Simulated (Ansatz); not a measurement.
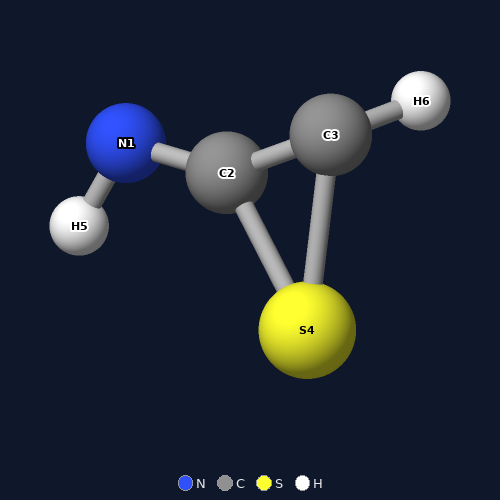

The system is C2H2NS, SMILES N=C1[CH-]S1, charge −1; the picture shows the reference structure. 
- The first coordinate is: bond length N1–H5; the second: angle H5–N1–C2.
- Nothing is relaxed (all other coordinates rigid).
- The grid has 15 × 15 points.
- Energies: kcal/mol, counted from the lowest grid point.
- These are results of RKS B3LYP-D4/def2-SVPD (Ansatz 0.2.0), not measurements.

Its coordinates:

```xyz
6

N    -0.1902    1.2100   -0.8314
C    -0.0397    0.2471   -0.0059
C     0.6230   -0.3203    1.0532
S    -0.9548   -1.3490    0.3848
H    -0.9997    1.0582   -1.4295
H     1.5613   -0.8460    0.8288
```

Range: bond length N1–H5 from 0.875 to 1.425 Å; angle H5–N1–C2 from 66.2 to 156.2°.

What will the energy surface look like?

The lowest grid point is at bond length N1–H5 = 1.032 Å, angle H5–N1–C2 = 111.2°. No other kind of well shows on this grid. The highest grid point, bond length N1–H5 = 1.425 Å, angle H5–N1–C2 = 156.2°, lies 65.5 kcal/mol above the lowest. Round the minimum the two coordinates are weakly coupled (coupling 0.11 in units of the two stiffnesses).

```csv
"angle H5–N1–C2 ↓, bond length N1–H5 →",0.875,0.915,0.954,0.993,1.032,1.072,1.111,1.150,1.189,1.229,1.268,1.307,1.347,1.386,1.425
156.2,28.9,22.4,19.0,18.0,18.8,21.0,24.4,28.5,33.2,38.4,43.8,49.3,54.9,60.3,65.5
149.7,25.9,19.2,15.7,14.5,15.2,17.3,20.4,24.4,28.9,33.9,39.0,44.2,49.6,54.7,59.7
143.3,22.8,16.0,12.4,11.1,11.6,13.5,16.5,20.2,24.5,29.3,34.2,39.2,44.4,49.3,54.2
136.9,19.9,12.9,9.2,7.7,8.0,9.8,12.6,16.2,20.3,24.9,29.7,34.5,39.5,44.3,49.0
130.5,17.3,10.2,6.3,4.7,4.9,6.5,9.2,12.6,16.5,21.0,25.6,30.3,35.2,39.9,44.5
124.0,15.3,8.1,4.0,2.3,2.3,3.8,6.3,9.6,13.4,17.8,22.2,26.8,31.6,36.2,40.8
117.6,14.1,6.8,2.6,0.7,0.7,2.0,4.4,7.5,11.2,15.4,19.8,24.3,29.0,33.5,38.0
111.2,14.0,6.6,2.2,0.2,0.0,1.2,3.4,6.4,10.0,14.1,18.4,22.9,27.5,32.0,36.4
104.7,15.3,7.7,3.2,1.0,0.6,1.7,3.7,6.6,10.1,14.1,18.3,22.6,27.2,31.6,36.0
98.3,18.1,10.3,5.6,3.3,2.7,3.6,5.5,8.3,11.6,15.5,19.5,23.8,28.3,32.6,37.0
91.9,22.6,14.6,9.8,7.2,6.5,7.2,8.9,11.5,14.6,18.4,22.3,26.5,30.8,35.1,39.4
85.5,29.2,20.9,15.9,13.1,12.1,12.5,14.1,16.4,19.4,22.9,26.7,30.7,34.9,39.1,43.3
79.0,38.1,29.6,24.2,21.1,19.8,20.0,21.2,23.3,26.0,29.3,32.8,36.6,40.6,44.6,48.5
72.6,49.5,40.6,34.9,31.4,29.7,29.4,30.2,31.9,34.2,37.1,40.2,43.7,47.3,51.0,54.6
66.2,63.7,54.4,48.2,44.2,42.0,41.1,41.3,42.4,44.1,46.3,48.8,51.6,54.6,57.7,60.8
```

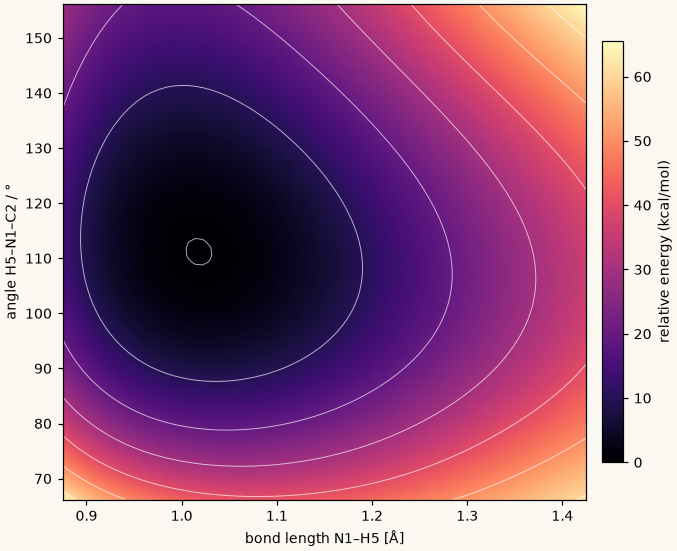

Drawn: a smooth colour map with a few white contour lines. Between grid points the surface is interpolated.

Each point was launched as `ansatz run input.yaml --threads 1 --pin off --max-ram 2560MiB --backend cpu --events-out ev --progress --plain --runs-dir out`. The whole map (225 points run) took 6.6 min on 1 thread of Intel(R) Xeon(R) 6975P-C (Granite Rapids), with other jobs on the host.
